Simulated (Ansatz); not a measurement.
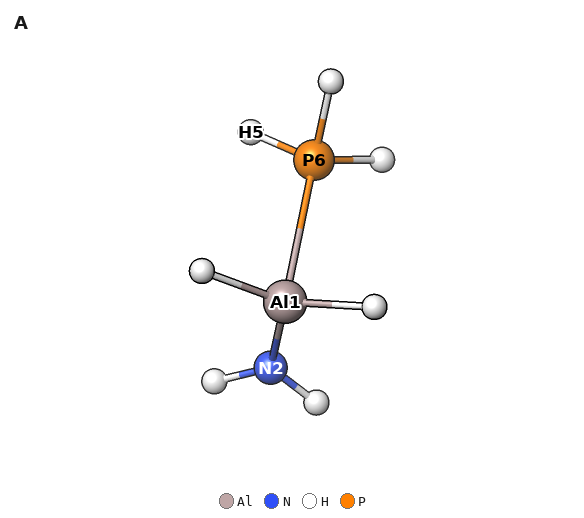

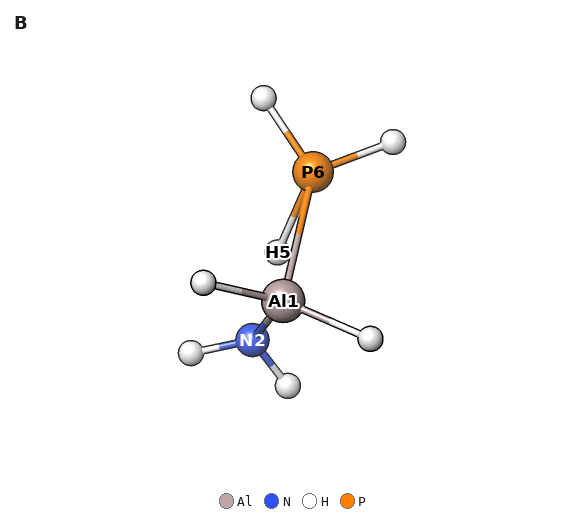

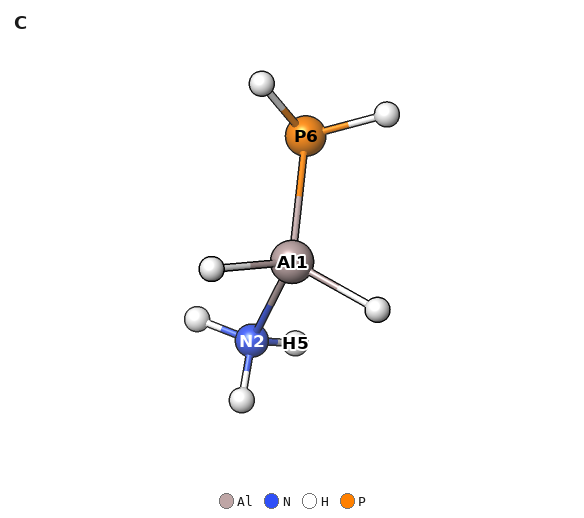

Three stationary points along one reaction path, in mixed order. Sticks follow a distance rule, so a partial bond may show as a full stick or not at all. The species is neutral and a spin singlet. Geometries: PBE0-D4/def2-TZVP; all other levels are single points on them, and energies count from the start as drawn. Program: Ansatz 0.2.0. In CBS estimates cores are frozen, and CCSD(T) − MP2 is taken in the smaller basis.

Which panel shows the transition state?

Answer. B.

Which bonds form and which break from A to C?

Answer. Formed: N2–H5; broken: H5–P6. At the saddle point N2···H5 is 1.50 Å, H5···P6 is 1.62 Å.

Give the electronic barrier and the reaction energy from A to C in kcal/mol (no zero-point energy) with CCSD(T)/CBS (MP2 limit from def2-TZVPP and def2-QZVPP plus CCSD(T) − MP2).

```
                                                                    level  barrier  reaction energy
CCSD(T)/CBS (MP2 limit from def2-TZVPP and def2-QZVPP plus CCSD(T) − MP2)     24.7             −8.9
```
